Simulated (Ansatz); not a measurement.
The starting structures come from a database of crystals and need not be the phases stable at ambient conditions.

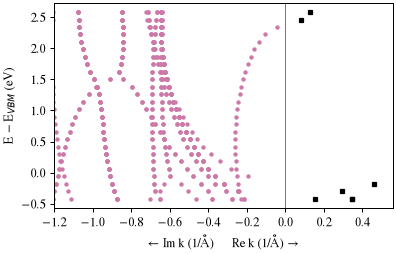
*Complex bands at the centre of the two-dimensional zone; r2SCAN in Ansatz (a quantum-chemistry and plane-wave program)*

No gap correction and no spin-orbit coupling; mid-gap values are interpolated between computed energies.

This is In$_{2}$Si$_{2}$O$_{7}$ (Fd-3m, not sure to be the ambient phase, 22 atoms a cell, 9.9 Å³ an atom, -9 GPa at this level) along the normal of (111). Read off the slowest decay at the centre of the two-dimensional zone at 1.14 eV, the computed energy nearest the middle of the gap.

κ ≈ 0.24 1/Å, a decay length 1/(2κ) of the density of 2.1 Å.
